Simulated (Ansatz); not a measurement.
The figure comes from a scan of SnS (rock salt): volume and axial ratio are varied about the relaxed values (subscript 0). Calculation: PBEsol (plane waves to 420 eV, PAW, scalar-relativistic; Ansatz, an electronic-structure program). k mesh 10×10×10 (Γ-centred), Fermi-Dirac smearing 0.05 eV. Compression counts positive. As the smearing reaches across the gap at some points, the response to shear is sensitive to the k mesh, so small differences along c/a are uncertain. SnS was relaxed with its symmetry unable to fall. This is one of several known forms of SnS; the measured ambient cells at hand have space group No. 62. 

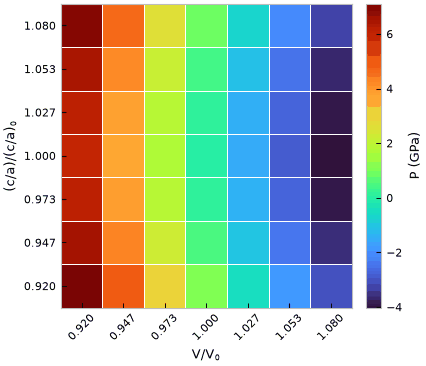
Figure. P (GPa), one tile a computed point.

### Question
Read the plotted values off the figure, to the accuracy that the plot allows.

### Answer
To the nearest 1:

P (GPa), with V/V₀ across and (c/a)/(c/a)₀ down:

```tsv
(c/a)/(c/a)₀ \ V/V₀	0.920	0.947	0.973	1.000	1.027	1.053	1.080
0.920	7	5	3	1	0	-2	-3
0.947	6	4	2	0	-1	-2	-4
0.973	6	4	2	0	-1	-3	-4
1.000	6	4	2	0	-2	-3	-4
1.027	6	4	2	0	-1	-3	-4
1.053	6	4	2	0	-1	-2	-4
1.080	7	5	3	1	-1	-2	-3
```

(Under strain, the slope of the energy per volume gives the stress and its curvature an elastic modulus.)
